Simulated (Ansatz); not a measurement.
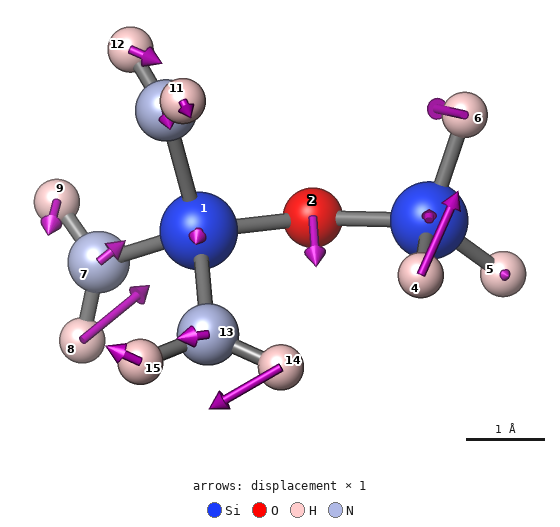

A relaxation of Si2N3H9O. The starting structure is drawn; purple arrows show the displacements, at their true length. The two geometries are superimposed by the best rigid fit.

Style: ball-and-stick. Shown face on.

The run prepares the start of a later molecular dynamics calculation, from a guessed geometry.

Method: RKS B3LYP/6-31G* in Ansatz.

The input:
```yaml
crystal:
  periodic: [false, false, false]
  atoms:
    - { symbol: Si, position_ang: [0.0, 0.0, 0.0] }
    - { symbol: O, position_ang: [0.0, 0.0, 1.68] }
    - { symbol: Si, position_ang: [-1.3147, -0.4067, 2.6436] }
    - { symbol: H, position_ang: [-2.239, -1.2403, 1.8804] }
    - { symbol: H, position_ang: [-0.8506, -1.1432, 3.8157] }
    - { symbol: H, position_ang: [-1.9987, 0.8095, 3.0733] }
    - { symbol: "N", position_ang: [1.7163, 0.0, -0.6061] }
    - { symbol: H, position_ang: [2.2145, -0.918, -0.7868] }
    - { symbol: H, position_ang: [2.2175, 0.918, -0.7783] }
    - { symbol: "N", position_ang: [-0.8572, 1.4851, -0.6061] }
    - { symbol: H, position_ang: [-1.8773, 1.43, -0.8888] }
    - { symbol: H, position_ang: [-0.3367, 2.4058, -0.6766] }
    - { symbol: "N", position_ang: [-0.8572, -1.4851, -0.6061] }
    - { symbol: H, position_ang: [-1.3922, -2.1014, 0.0704] }
    - { symbol: H, position_ang: [-0.8219, -1.7344, -1.6357] }
basis:
  gaussian: { orbitals: "6-31G*" }
hamiltonian:
  xc: b3lyp
relax:
  f_tol: 0.02
  max_steps: 40
```

Command:
```bash
ansatz run input.yaml --threads 2 --pin off --max-ram 3072MiB --backend cpu --events-out ev --progress --plain --runs-dir out
```

Q: Atoms of which element are displaced furthest, and by how much?

A: Hydrogen: up to 1.28 Å, against 0.80 Å for oxygen.

Q: What did the optimiser do to the structure, and how much energy did it gain?

A: The largest move after the best rigid fit is that of H8, 1.28 Å. By element the largest moves are H 1.28 Å, O 0.80 Å, N 0.46 Å, Si 0.28 Å. Near-neighbour distances that change, for instance: Si1–N10 1.819 → 1.715 Å, Si1–N13 1.819 → 1.730 Å, N10–H11 1.060 → 1.011 Å, O2–Si3 1.680 → 1.650 Å. Bond angles that change, for instance: N7–Si1–N13 109.5° → 122.9°, Si1–O2–Si3 125.0° → 136.3°, H14–N13–H15 120.0° → 110.9°. Groups turn about Si1–O2 by about 70°, O2–Si3 by about 35°. The energy falls by 27.3 kcal/mol in 19 accepted moves (21 points after the start). Largest force component: 2.1 eV/Å at the start, 0.012 eV/Å at the end. The line search rejected the trial steps at points 5, 14 of the run.
